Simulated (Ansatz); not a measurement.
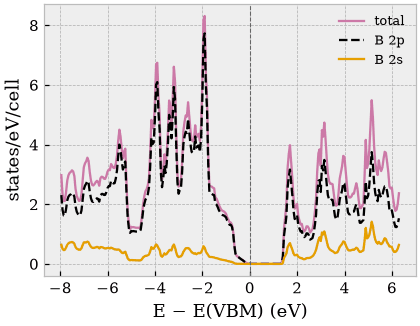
*Total and projected density of states of B (α-B12, R-3m), the program Ansatz at the PBEsol level (PAW)*

Q: Which orbitals carry the states next to the gap?

A: Top 1 eV of the valence band: B 2p 95 %. Bottom 1 eV of the conduction band: B 2p 80 %, B 2s 16 %. Projections are on Löwdin-orthogonalised atomic valence shells; empty p or d shells of many metals are not among them.

Q: Where is the tallest occupied peak in this window, and what makes it?

A: Near -1.9 eV, about 8.3 states/eV per cell; the largest projected share is B 2p.

Symmetry was held in the PBEsol relaxation.

Potentials: the earlier of the program's two PAW sets. The files were generated under PBE; for other functionals the program regenerates the frozen cores, and for LDA and PBEsol the local potential too.
